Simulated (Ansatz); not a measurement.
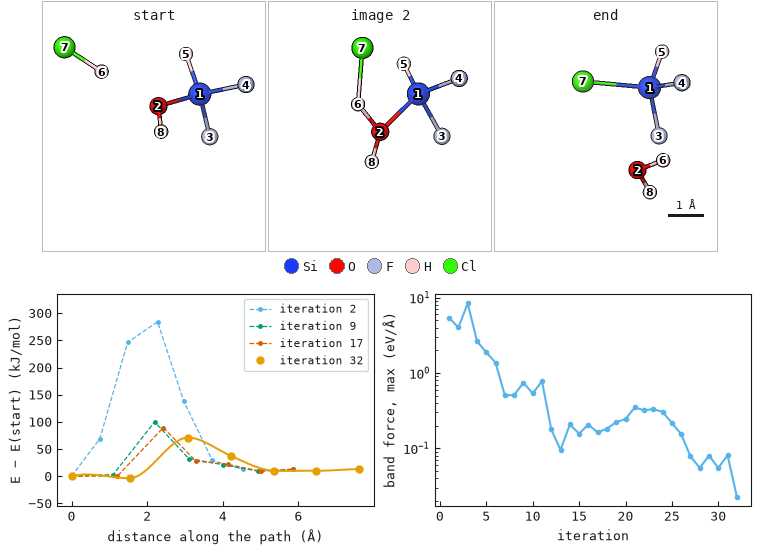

A search for the minimum-energy path of SiH3OClF2 by the nudged elastic band. Images are numbered from 0 (start) to 6 (end). The plot follows the band through its iterations. A ball-and-stick model, seen from a free direction.

Method: RKS PBE0-D4/def2-SVP (Ansatz 0.2.0). Set-up: 5 movable images; climbing image.

**Judge this run.**

The run is converged, with reservations. The band converged in 32 iterations. The largest component of the band force went from 5.4 to 0.023 eV/Å. The climbing image converged on the top of the path. Its curvatures weren't checked. The largest force component is 0.94 eV/Å at the start and 0.99 eV/Å at the end; an end with forces this large is no minimum, and the barrier measured from it can be far off. The first iteration put the highest image at 486.6 kJ/mol. Relative to the start the highest point is image 2 at +71.1 kJ/mol and the end lies at +13.0 kJ/mol, but the profile dips to −3.5 kJ/mol at image 1 on the way, so an end point isn't at the bottom of its valley along this path.
